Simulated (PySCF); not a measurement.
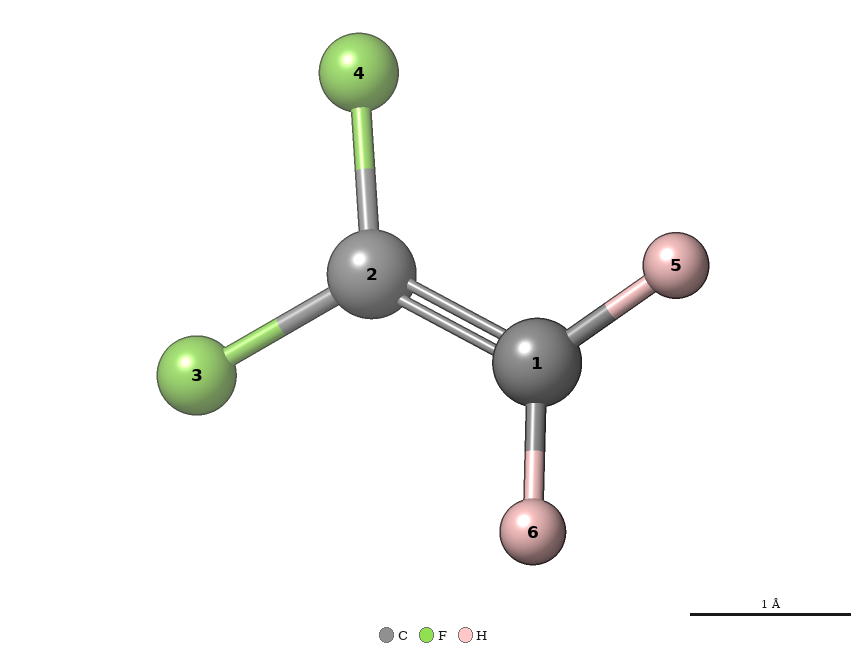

Orthographic view. Depth is shown by fading: the farther an atom, the more it takes the colour of the background. The geometry was computed by an optimisation with PBE0-D3(BJ)/def2-SVP. No frequency run is at hand to confirm it as a minimum.

Write a MOL file (V2000) with the atoms in numerical order, bonds sorted by atom number with the orders drawn, and coordinates in the frame of the picture: x right, y up, z towards the viewer, origin at the mean position.

```
C2H2F2
                    3D

  6  5  0  0  0  0  0  0  0  0999 V2000
    0.5700   -0.3100    0.3400 C   0  0  0  0  0  0  0  0  0  0  0  0
   -0.4600    0.2500   -0.2700 C   0  0  0  0  0  0  0  0  0  0  0  0
   -1.5600   -0.3900   -0.6200 F   0  0  0  0  0  0  0  0  0  0  0  0
   -0.5400    1.5100   -0.6300 F   0  0  0  0  0  0  0  0  0  0  0  0
    1.4400    0.3000    0.5900 H   0  0  0  0  0  0  0  0  0  0  0  0
    0.5500   -1.3600    0.5900 H   0  0  0  0  0  0  0  0  0  0  0  0
  1  2  2  0
  1  5  1  0
  1  6  1  0
  2  3  1  0
  2  4  1  0
M  END
```
